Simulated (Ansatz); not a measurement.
# AlBH₃ (doublet): wB97M-V, B2PLYP, RPA-PBE over vertical spin and charge gaps and displaced geometries, cc-pVDZ, part 1 of 2

Aim: run AlBH₃ (doublet) with these functionals over vertical spin and charge gaps and displaced geometries, and hold them against the top wave-function level at the same points.

Program: Ansatz 0.2.0, Gaussian basis. Level of theory: cc-pVDZ, all electrons in the functionals, frozen cores in the correlation of double hybrids and RPA. These are calculated values, not measurements.

To be run: wB97M-V, B2PLYP, RPA-PBE, at charge 0, doublet; charge 0, quartet; charge 1, singlet; charge 1, triplet; displaced geometry v1; displaced geometry v2.

28 further runs of the same task are left out: 6 for a known fault of the program, 7 that didn't finish, 15 set aside as unsound or not needed.

### 1 What is computed

The geometry is a PBE0/def2-TZVP stationary point (not a proven minimum).

5 atoms, charge 0, spin multiplicity 2.

Atoms are counted from 1 here; the program's logs count them from 0.

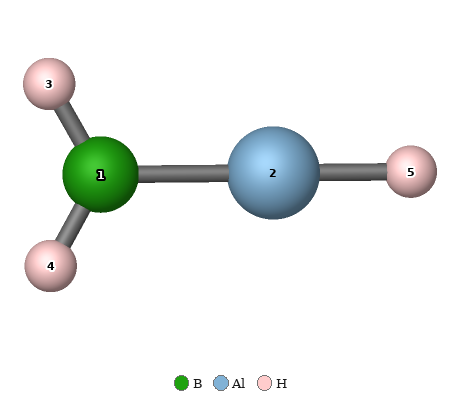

The geometry (boron green, aluminium light blue, hydrogen pink); atoms are numbered from 1 in the order of the file.

As a file:

```xyz
5
AlBH3
B     0.0000    0.0000    1.3781
Al    0.0000    0.0000   -0.6166
H     0.0000    1.0440    1.9635
H     0.0000   -1.0440    1.9635
H     0.0000    0.0000   -2.2031
```

No dispersion term is added; wB97M-V holds VV10 nonlocal correlation.

The geometry shown and the zero of energy belong to the point charge 0, doublet. The yardstick, UCCSDT(Q), and other wave-function levels (R restricted, U unrestricted, valence and pair active spaces) come from earlier runs.

### 2 wB97M-V, charge 0, doublet

Contents of in.yaml:

```yaml
crystal:
  periodic: [false, false, false]
  atoms:
    - {symbol: B, position_ang: [0.000000, 0.000000, 1.378062]}
    - {symbol: Al, position_ang: [0.000000, 0.000000, -0.616560]}
    - {symbol: H, position_ang: [0.000000, 1.043975, 1.963476]}
    - {symbol: H, position_ang: [0.000000, -1.043975, 1.963476]}
    - {symbol: H, position_ang: [0.000000, 0.000000, -2.203146]}
basis:
  gaussian: {orbitals: cc-pVDZ}
magnetization: {spin_polarized: true, initial_magnetization: 1}
hamiltonian: {xc: {name: wB97M-V}}
output: {orbitals: {seedname: orbitals}}
```

Run with:

```sh
$ ansatz run in.yaml --threads 1 --pin off --events-out ev --progress --plain --max-ram 2393MiB
```

Output, cut to the lines that bear on the results:

```text
Functional definition: wB97M-V
  name "wB97M-V"
  cite "Mardirossian & Head-Gordon, J. Chem. Phys. 144, 214110 (2016) doi:10.1063/1.4952647"
  cite "Becke, J. Chem. Phys. 107, 8554 (1997) doi:10.1063/1.475007"
  cite "Vydrov & Van Voorhis, J. Chem. Phys. 133, 244103 (2010) doi:10.1063/1.3521275"
  # Of w^i u^j: cxij and so on, Table III.
[...]
  gx(w, u) = 1 - cx + cx01*u + cx10*w
  gss(w, u) = css00 + css04*u^4 + css10*w + css20*w^2 + css43*w^4*u^3
  gos(w, u) = cos00 + cos10*w + (cos20 + cos21*u)*w^2 + (cos60 + cos61*u)*w^6
[...]
      + integral(e_c_pw_mod_opposite_spin*gos(b97_w_opposite, b97_u_opposite)) + vv10(b, c)
441 factors; integrals over basis functions are off by at most 9.5e-4 eV
171 factors; integrals over basis functions are off by at most 1.8e-5 eV
[...]
mean field -7318.14427354 eV, -268.9368416361 hartree, gradient 2.7e-5 eV, S^2 0.751212; 1 other end points of the search recorded, 0 dependent functions left out
reference -7318.14431561 eV, -268.9368431822 hartree; 11, 10 occupied and 36, 37 virtual orbitals, 441 factors
Total energy: -7318.14431561 eV, -268.9368431822 hartree
```

It took 12 s on 1 thread of Arm Neoverse N1, shared host.

From the report: ⟨S²⟩ of the determinant 0.751 (pure doublet: 0.75).

### 3 wB97M-V, charge 0, quartet

in.yaml, as its differences from that of step 2:

```diff
@@ -10,3 +10,3 @@
   gaussian: {orbitals: cc-pVDZ}
-magnetization: {spin_polarized: true, initial_magnetization: 1}
+magnetization: {spin_polarized: true, initial_magnetization: 3}
 hamiltonian: {xc: {name: wB97M-V}}
```

Launched as before.

Output, cut to the lines that bear on the results:

```text
Functional definition: wB97M-V
  name "wB97M-V"
  cite "Mardirossian & Head-Gordon, J. Chem. Phys. 144, 214110 (2016) doi:10.1063/1.4952647"
  cite "Becke, J. Chem. Phys. 107, 8554 (1997) doi:10.1063/1.475007"
  cite "Vydrov & Van Voorhis, J. Chem. Phys. 133, 244103 (2010) doi:10.1063/1.3521275"
  # Of w^i u^j: cxij and so on, Table III.
[...]
  gx(w, u) = 1 - cx + cx01*u + cx10*w
  gss(w, u) = css00 + css04*u^4 + css10*w + css20*w^2 + css43*w^4*u^3
  gos(w, u) = cos00 + cos10*w + (cos20 + cos21*u)*w^2 + (cos60 + cos61*u)*w^6
[...]
      + integral(e_c_pw_mod_opposite_spin*gos(b97_w_opposite, b97_u_opposite)) + vv10(b, c)
441 factors; integrals over basis functions are off by at most 9.5e-4 eV
171 factors; integrals over basis functions are off by at most 1.8e-5 eV
[...]
mean field -7314.05830216 eV, -268.7866849576 hartree, gradient 9.6e-6 eV, S^2 3.752140; 3 other end points of the search recorded, 0 dependent functions left out
reference -7314.05834197 eV, -268.7866864207 hartree; 12, 9 occupied and 35, 38 virtual orbitals, 441 factors
Total energy: -7314.05834197 eV, -268.7866864207 hartree
```

It took 23 s on 1 thread of Arm Neoverse N1, shared host.

From the report: ⟨S²⟩ of the determinant 3.752 (pure quartet: 3.75).

From charge 0, doublet: +94.2 kcal/mol.

### 4 wB97M-V, charge 1, singlet

in.yaml, as its differences from that of step 3:

```diff
@@ -10,3 +10,3 @@
   gaussian: {orbitals: cc-pVDZ}
-magnetization: {spin_polarized: true, initial_magnetization: 3}
+total_charge: 1
 hamiltonian: {xc: {name: wB97M-V}}
```

The command is unchanged.

Output, cut to the lines that bear on the results:

```text
Functional definition: wB97M-V
  name "wB97M-V"
  cite "Mardirossian & Head-Gordon, J. Chem. Phys. 144, 214110 (2016) doi:10.1063/1.4952647"
  cite "Becke, J. Chem. Phys. 107, 8554 (1997) doi:10.1063/1.475007"
  cite "Vydrov & Van Voorhis, J. Chem. Phys. 133, 244103 (2010) doi:10.1063/1.3521275"
  # Of w^i u^j: cxij and so on, Table III.
[...]
  gx(w, u) = 1 - cx + cx01*u + cx10*w
  gss(w, u) = css00 + css04*u^4 + css10*w + css20*w^2 + css43*w^4*u^3
  gos(w, u) = cos00 + cos10*w + (cos20 + cos21*u)*w^2 + (cos60 + cos61*u)*w^6
[...]
      + integral(e_c_pw_mod_opposite_spin*gos(b97_w_opposite, b97_u_opposite)) + vv10(b, c)
441 factors; integrals over basis functions are off by at most 9.5e-4 eV
171 factors; integrals over basis functions are off by at most 1.8e-5 eV
[...]
mean field -7311.16839069 eV, -268.6804826699 hartree, gradient 1.5e-5 eV, S^2 0.000000; 0 other end points of the search recorded, 0 dependent functions left out
reference -7311.16843442 eV, -268.6804842768 hartree; 10, 10 occupied and 37, 37 virtual orbitals, 441 factors
Total energy: -7311.16843442 eV, -268.6804842768 hartree
```

Wall time 5.5 s (1 thread of Arm Neoverse N1, shared host).

From charge 0, doublet: +160.9 kcal/mol.

### 5 wB97M-V, charge 1, triplet

in.yaml, as its differences from that of step 4:

```diff
@@ -11,3 +11,4 @@
 total_charge: 1
+magnetization: {spin_polarized: true, initial_magnetization: 2}
 hamiltonian: {xc: {name: wB97M-V}}
-output: {orbitals: {seedname: orbitals}}
+output: {forces: true, orbitals: {seedname: orbitals}}
```

Same command.

Output, cut to the lines that bear on the results:

```text
Functional definition: wB97M-V
  name "wB97M-V"
  cite "Mardirossian & Head-Gordon, J. Chem. Phys. 144, 214110 (2016) doi:10.1063/1.4952647"
  cite "Becke, J. Chem. Phys. 107, 8554 (1997) doi:10.1063/1.475007"
  cite "Vydrov & Van Voorhis, J. Chem. Phys. 133, 244103 (2010) doi:10.1063/1.3521275"
  # Of w^i u^j: cxij and so on, Table III.
[...]
  gx(w, u) = 1 - cx + cx01*u + cx10*w
  gss(w, u) = css00 + css04*u^4 + css10*w + css20*w^2 + css43*w^4*u^3
  gos(w, u) = cos00 + cos10*w + (cos20 + cos21*u)*w^2 + (cos60 + cos61*u)*w^6
[...]
      + integral(e_c_pw_mod_opposite_spin*gos(b97_w_opposite, b97_u_opposite)) + vv10(b, c)
441 factors; integrals over basis functions are off by at most 9.5e-4 eV
171 factors; integrals over basis functions are off by at most 1.8e-5 eV
[...]
mean field -7308.15670901 eV, -268.5698054096 hartree, gradient 4.1e-5 eV, S^2 2.006100; 0 other end points of the search recorded, 0 dependent functions left out
[...]
reference -7308.15675081 eV, -268.5698069457 hartree; 11, 9 occupied and 36, 38 virtual orbitals, 441 factors
Total energy: -7308.15675081 eV, -268.5698069457 hartree
Atom 0 at     0.000000     0.000000     1.378062 Å, force     0.000000     0.000000     2.443953 eV/Å
Atom 1 at     0.000000     0.000000    -0.616560 Å, force     0.000000     0.000000    -0.694698 eV/Å
Atom 2 at     0.000000     1.043975     1.963476 Å, force    -0.000000     0.963178    -0.979593 eV/Å
Atom 3 at     0.000000    -1.043975     1.963476 Å, force     0.000000    -0.963178    -0.979593 eV/Å
Atom 4 at     0.000000     0.000000    -2.203146 Å, force    -0.000000     0.000000     0.209930 eV/Å
Dipole moment:    -0.000000    -0.000000    -0.371457 e Å
```

Wall time 14 s (1 thread of Arm Neoverse N1, shared host).

From the report: ⟨S²⟩ of the determinant 2.006 (pure triplet: 2.00).

From charge 0, doublet: +230.3 kcal/mol.

### 6 wB97M-V, displaced geometry v1

Contents of in.yaml:

```yaml
crystal:
  periodic: [false, false, false]
  atoms:
    - {symbol: B, position_ang: [0.003182, 0.010176, 1.389218]}
    - {symbol: Al, position_ang: [0.002349, -0.005967, -0.616557]}
    - {symbol: H, position_ang: [0.050313, 1.097318, 1.920866]}
    - {symbol: H, position_ang: [-0.052464, -1.053446, 1.950668]}
    - {symbol: H, position_ang: [-0.094849, 0.006708, -2.267443]}
basis:
  gaussian: {orbitals: cc-pVDZ}
magnetization: {spin_polarized: true, initial_magnetization: 1}
hamiltonian: {xc: {name: wB97M-V}}
output: {forces: true, orbitals: {seedname: orbitals}}
```

The command is unchanged.

Output, cut to the lines that bear on the results:

```text
Functional definition: wB97M-V
  name "wB97M-V"
  cite "Mardirossian & Head-Gordon, J. Chem. Phys. 144, 214110 (2016) doi:10.1063/1.4952647"
  cite "Becke, J. Chem. Phys. 107, 8554 (1997) doi:10.1063/1.475007"
  cite "Vydrov & Van Voorhis, J. Chem. Phys. 133, 244103 (2010) doi:10.1063/1.3521275"
  # Of w^i u^j: cxij and so on, Table III.
[...]
  gx(w, u) = 1 - cx + cx01*u + cx10*w
  gss(w, u) = css00 + css04*u^4 + css10*w + css20*w^2 + css43*w^4*u^3
  gos(w, u) = cos00 + cos10*w + (cos20 + cos21*u)*w^2 + (cos60 + cos61*u)*w^6
[...]
      + integral(e_c_pw_mod_opposite_spin*gos(b97_w_opposite, b97_u_opposite)) + vv10(b, c)
441 factors; integrals over basis functions are off by at most 1.0e-3 eV
171 factors; integrals over basis functions are off by at most 2.0e-5 eV
[...]
mean field -7318.10632335 eV, -268.9354469926 hartree, gradient 5.8e-5 eV, S^2 0.751293; 2 other end points of the search recorded, 0 dependent functions left out
[...]
reference -7318.10636549 eV, -268.9354485412 hartree; 11, 10 occupied and 36, 37 virtual orbitals, 441 factors
Total energy: -7318.10636549 eV, -268.9354485412 hartree
Atom 0 at     0.003182     0.010176     1.389218 Å, force    -0.045165     0.127398    -0.262231 eV/Å
Atom 1 at     0.002349    -0.005967    -0.616557 Å, force    -0.067302     0.021193    -0.689891 eV/Å
Atom 2 at     0.050313     1.097318     1.920866 Å, force     0.014997    -0.242077     0.044172 eV/Å
Atom 3 at    -0.052464    -1.053446     1.950668 Å, force     0.031233     0.107331     0.109726 eV/Å
Atom 4 at    -0.094849     0.006708    -2.267443 Å, force     0.066237    -0.013846     0.798223 eV/Å
Dipole moment:     0.006127    -0.009046    -0.444447 e Å
```

Run time: 13 s. Hardware: 1 thread of Arm Neoverse N1, shared host.

From the report: ⟨S²⟩ of the determinant 0.751 (pure doublet: 0.75).

From charge 0, doublet: +0.9 kcal/mol.

### 7 wB97M-V, displaced geometry v2

Contents of in.yaml:

```yaml
crystal:
  periodic: [false, false, false]
  atoms:
    - {symbol: B, position_ang: [0.113968, -0.000552, 1.371787]}
    - {symbol: Al, position_ang: [-0.050906, 0.007822, -0.611242]}
    - {symbol: H, position_ang: [0.025714, 1.019373, 1.960614]}
    - {symbol: H, position_ang: [0.108823, -1.123846, 1.978828]}
    - {symbol: H, position_ang: [0.005764, -0.099004, -2.290677]}
basis:
  gaussian: {orbitals: cc-pVDZ}
magnetization: {spin_polarized: true, initial_magnetization: 1}
hamiltonian: {xc: {name: wB97M-V}}
output: {forces: true, orbitals: {seedname: orbitals}}
```

Same command.

Output, cut to the lines that bear on the results:

```text
Functional definition: wB97M-V
  name "wB97M-V"
  cite "Mardirossian & Head-Gordon, J. Chem. Phys. 144, 214110 (2016) doi:10.1063/1.4952647"
  cite "Becke, J. Chem. Phys. 107, 8554 (1997) doi:10.1063/1.475007"
  cite "Vydrov & Van Voorhis, J. Chem. Phys. 133, 244103 (2010) doi:10.1063/1.3521275"
  # Of w^i u^j: cxij and so on, Table III.
[...]
  gx(w, u) = 1 - cx + cx01*u + cx10*w
  gss(w, u) = css00 + css04*u^4 + css10*w + css20*w^2 + css43*w^4*u^3
  gos(w, u) = cos00 + cos10*w + (cos20 + cos21*u)*w^2 + (cos60 + cos61*u)*w^6
[...]
      + integral(e_c_pw_mod_opposite_spin*gos(b97_w_opposite, b97_u_opposite)) + vv10(b, c)
441 factors; integrals over basis functions are off by at most 9.9e-4 eV
171 factors; integrals over basis functions are off by at most 1.7e-5 eV
[...]
mean field -7318.01518363 eV, -268.9320976695 hartree, gradient 4.8e-5 eV, S^2 0.751501; 2 other end points of the search recorded, 0 dependent functions left out
[...]
reference -7318.01522566 eV, -268.9320992141 hartree; 11, 10 occupied and 36, 37 virtual orbitals, 441 factors
Total energy: -7318.01522566 eV, -268.9320992141 hartree
Atom 0 at     0.113968    -0.000552     1.371787 Å, force    -0.138529    -1.590828     0.456509 eV/Å
Atom 1 at    -0.050906     0.007822    -0.611242 Å, force     0.066204    -0.230076    -1.158040 eV/Å
Atom 2 at     0.025714     1.019373     1.960614 Å, force     0.042297     0.460359     0.324240 eV/Å
Atom 3 at     0.108823    -1.123846     1.978828 Å, force     0.061769     1.235866    -0.719182 eV/Å
Atom 4 at     0.005764    -0.099004    -2.290677 Å, force    -0.031742     0.124680     1.096472 eV/Å
Dipole moment:    -0.036408     0.048875    -0.444440 e Å
```

It took 15 s on 1 thread of Arm Neoverse N1, shared host.

From the report: ⟨S²⟩ of the determinant 0.752 (pure doublet: 0.75).

From charge 0, doublet: +3.0 kcal/mol.

### 8 B2PLYP, charge 0, doublet

Contents of in.yaml:

```yaml
crystal:
  periodic: [false, false, false]
  atoms:
    - {symbol: B, position_ang: [0.000000, 0.000000, 1.378062]}
    - {symbol: Al, position_ang: [0.000000, 0.000000, -0.616560]}
    - {symbol: H, position_ang: [0.000000, 1.043975, 1.963476]}
    - {symbol: H, position_ang: [0.000000, -1.043975, 1.963476]}
    - {symbol: H, position_ang: [0.000000, 0.000000, -2.203146]}
basis:
  gaussian: {orbitals: cc-pVDZ}
magnetization: {spin_polarized: true, initial_magnetization: 1}
hamiltonian: {xc: {name: B2PLYP}}
correlation: {electrons: outside_noble_gas}
```

The command is unchanged.

Output, cut to the lines that bear on the results:

```text
Functional definition: B2PLYP
  name "B2PLYP"
  cite "Grimme, J. Chem. Phys. 124, 034108 (2006) doi:10.1063/1.2148954"
  cite "Becke, Phys. Rev. A 38, 3098 (1988) doi:10.1103/PhysRevA.38.3098"
  cite "Lee, Yang & Parr, Phys. Rev. B 37, 785 (1988) doi:10.1103/PhysRevB.37.785"
[...]
441 factors; integrals over basis functions are off by at most 9.5e-4 eV
[...]
mean field -7313.74500905 eV, -268.7751716482 hartree, gradient 3.6e-6 eV, S^2 0.754222; 2 other end points of the search recorded, 0 dependent functions left out
6 core orbitals not correlated: weight in the atoms' cores, before any rotation towards them, 1.000 or more for the frozen orbitals, at most 0.000 for the correlated occupied ones
reference -7313.74515292 eV, -268.7751769353 hartree; 5, 4 occupied and 36, 37 virtual orbitals, 441 factors
second order -4.89876106 eV of doubles, -0.00000000 eV of singles
Total energy: -7315.06781841 eV, -268.8237839954 hartree
```

It took 3.3 s on 1 thread of Arm Neoverse N1, shared host.

From the report: ⟨S²⟩ of the determinant 0.754 (pure doublet: 0.75).

### 9 B2PLYP, charge 0, quartet

in.yaml, as its differences from that of step 8:

```diff
@@ -10,3 +10,3 @@
   gaussian: {orbitals: cc-pVDZ}
-magnetization: {spin_polarized: true, initial_magnetization: 1}
+magnetization: {spin_polarized: true, initial_magnetization: 3}
 hamiltonian: {xc: {name: B2PLYP}}
```

Launched as before.

Output, cut to the lines that bear on the results:

```text
Functional definition: B2PLYP
  name "B2PLYP"
  cite "Grimme, J. Chem. Phys. 124, 034108 (2006) doi:10.1063/1.2148954"
  cite "Becke, Phys. Rev. A 38, 3098 (1988) doi:10.1103/PhysRevA.38.3098"
  cite "Lee, Yang & Parr, Phys. Rev. B 37, 785 (1988) doi:10.1103/PhysRevB.37.785"
[...]
441 factors; integrals over basis functions are off by at most 9.5e-4 eV
[...]
mean field -7309.90268864 eV, -268.6339689776 hartree, gradient 3.2e-6 eV, S^2 3.753597; 4 other end points of the search recorded, 0 dependent functions left out
6 core orbitals not correlated: weight in the atoms' cores, before any rotation towards them, 1.000 or more for the frozen orbitals, at most 0.000 for the correlated occupied ones
reference -7309.90282954 eV, -268.6339741557 hartree; 6, 3 occupied and 35, 38 virtual orbitals, 441 factors
second order -4.41945267 eV of doubles, -0.00000000 eV of singles
Total energy: -7311.09608176 eV, -268.6778253659 hartree
```

It took 3.8 s on 1 thread of Arm Neoverse N1, shared host.

From the report: ⟨S²⟩ of the determinant 3.754 (pure quartet: 3.75).

From charge 0, doublet: +91.6 kcal/mol.

### 10 B2PLYP, charge 1, singlet

in.yaml, as its differences from that of step 9:

```diff
@@ -10,3 +10,3 @@
   gaussian: {orbitals: cc-pVDZ}
-magnetization: {spin_polarized: true, initial_magnetization: 3}
+total_charge: 1
 hamiltonian: {xc: {name: B2PLYP}}
```

Launched as before.

Output, cut to the lines that bear on the results:

```text
Functional definition: B2PLYP
  name "B2PLYP"
  cite "Grimme, J. Chem. Phys. 124, 034108 (2006) doi:10.1063/1.2148954"
  cite "Becke, Phys. Rev. A 38, 3098 (1988) doi:10.1103/PhysRevA.38.3098"
  cite "Lee, Yang & Parr, Phys. Rev. B 37, 785 (1988) doi:10.1103/PhysRevB.37.785"
[...]
441 factors; integrals over basis functions are off by at most 9.5e-4 eV
[...]
mean field -7306.94290300 eV, -268.5251988616 hartree, gradient 3.6e-6 eV, S^2 0.000000; 0 other end points of the search recorded, 0 dependent functions left out
6 core orbitals not correlated: weight in the atoms' cores, before any rotation towards them, 1.000 or more for the frozen orbitals, at most 0.000 for the correlated occupied ones
reference -7306.94304345 eV, -268.5252040229 hartree; 4, 4 occupied and 37, 37 virtual orbitals, 441 factors
second order -4.13496942 eV of doubles, -0.00000000 eV of singles
Total energy: -7308.05948519 eV, -268.5662325002 hartree
```

It took 1.8 s on 1 thread of Arm Neoverse N1, shared host.

From charge 0, doublet: +161.6 kcal/mol.

### 11 B2PLYP, charge 1, triplet

in.yaml, as its differences from that of step 10:

```diff
@@ -11,2 +11,3 @@
 total_charge: 1
+magnetization: {spin_polarized: true, initial_magnetization: 2}
 hamiltonian: {xc: {name: B2PLYP}}
```

Launched as before.

Output, cut to the lines that bear on the results:

```text
Functional definition: B2PLYP
  name "B2PLYP"
  cite "Grimme, J. Chem. Phys. 124, 034108 (2006) doi:10.1063/1.2148954"
  cite "Becke, Phys. Rev. A 38, 3098 (1988) doi:10.1103/PhysRevA.38.3098"
  cite "Lee, Yang & Parr, Phys. Rev. B 37, 785 (1988) doi:10.1103/PhysRevB.37.785"
[...]
441 factors; integrals over basis functions are off by at most 9.5e-4 eV
[...]
mean field -7304.07966996 eV, -268.4199769880 hartree, gradient 1.6e-6 eV, S^2 2.011164; 2 other end points of the search recorded, 0 dependent functions left out
6 core orbitals not correlated: weight in the atoms' cores, before any rotation towards them, 1.000 or more for the frozen orbitals, at most 0.000 for the correlated occupied ones
reference -7304.07980959 eV, -268.4199821194 hartree; 5, 3 occupied and 36, 38 virtual orbitals, 441 factors
second order -4.04087550 eV of doubles, -0.00000000 eV of singles
Total energy: -7305.17084598 eV, -268.4600769671 hartree
```

Run time: 4.8 s. Hardware: 1 thread of Arm Neoverse N1, shared host.

From the report: ⟨S²⟩ of the determinant 2.011 (pure triplet: 2.00).

From charge 0, doublet: +228.2 kcal/mol.

### 12 B2PLYP, displaced geometry v1

Contents of in.yaml:

```yaml
crystal:
  periodic: [false, false, false]
  atoms:
    - {symbol: B, position_ang: [0.003182, 0.010176, 1.389218]}
    - {symbol: Al, position_ang: [0.002349, -0.005967, -0.616557]}
    - {symbol: H, position_ang: [0.050313, 1.097318, 1.920866]}
    - {symbol: H, position_ang: [-0.052464, -1.053446, 1.950668]}
    - {symbol: H, position_ang: [-0.094849, 0.006708, -2.267443]}
basis:
  gaussian: {orbitals: cc-pVDZ}
magnetization: {spin_polarized: true, initial_magnetization: 1}
hamiltonian: {xc: {name: B2PLYP}}
correlation: {electrons: outside_noble_gas}
```

The command is unchanged.

Output, cut to the lines that bear on the results:

```text
Functional definition: B2PLYP
  name "B2PLYP"
  cite "Grimme, J. Chem. Phys. 124, 034108 (2006) doi:10.1063/1.2148954"
  cite "Becke, Phys. Rev. A 38, 3098 (1988) doi:10.1103/PhysRevA.38.3098"
  cite "Lee, Yang & Parr, Phys. Rev. B 37, 785 (1988) doi:10.1103/PhysRevB.37.785"
[...]
441 factors; integrals over basis functions are off by at most 1.0e-3 eV
[...]
mean field -7313.70269800 eV, -268.7736167456 hartree, gradient 4.7e-6 eV, S^2 0.754412; 0 other end points of the search recorded, 0 dependent functions left out
6 core orbitals not correlated: weight in the atoms' cores, before any rotation towards them, 1.000 or more for the frozen orbitals, at most 0.000 for the correlated occupied ones
reference -7313.70284214 eV, -268.7736220427 hartree; 5, 4 occupied and 36, 37 virtual orbitals, 441 factors
second order -4.93227299 eV of doubles, -0.00000000 eV of singles
Total energy: -7315.03455584 eV, -268.8225616187 hartree
```

Wall time 2.9 s (1 thread of Arm Neoverse N1, shared host).

From the report: ⟨S²⟩ of the determinant 0.754 (pure doublet: 0.75).

From charge 0, doublet: +0.8 kcal/mol.

(Continued in part 2 of 2.)
